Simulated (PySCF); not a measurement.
SMILES C(/O[SiH3])=[CH]/[GeH3] at its GFN2-xTB optimised geometry (Å):

```
13

Si     1.4194    -2.2044    -0.0060
O      0.3857    -0.9393     0.0000
C     -0.9637    -0.9393     0.0000
C     -1.6026     0.2217     0.0000
Ge    -0.4836     1.8063    -0.0009
H      1.1916    -3.0343     1.1803
H      2.6790    -1.4829     0.0029
H      1.1987    -3.0174    -1.2053
H     -1.4469    -1.9112     0.0001
H     -2.6790     0.2475     0.0003
H     -1.3404     3.0343    -0.0072
H      0.3873     1.8570     1.2097
H      0.3955     1.8501    -1.2056
```

Calculation: PySCF 2.14.0 with PBE/def2-TZVP.

Map of the Laplacian of the electron density (e/bohr⁵) on the plane z = 0.8 Å:

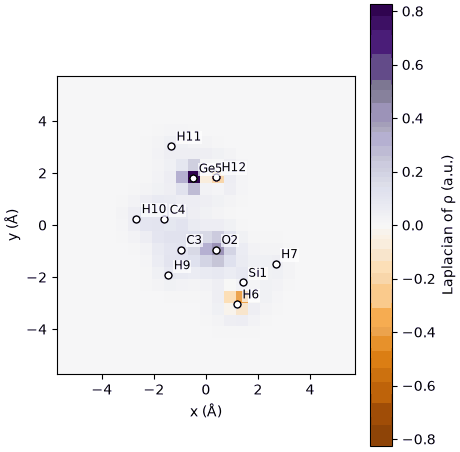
Figure: Laplacian of the electron density (e/bohr⁵) on the plane z = 0.8 Å.
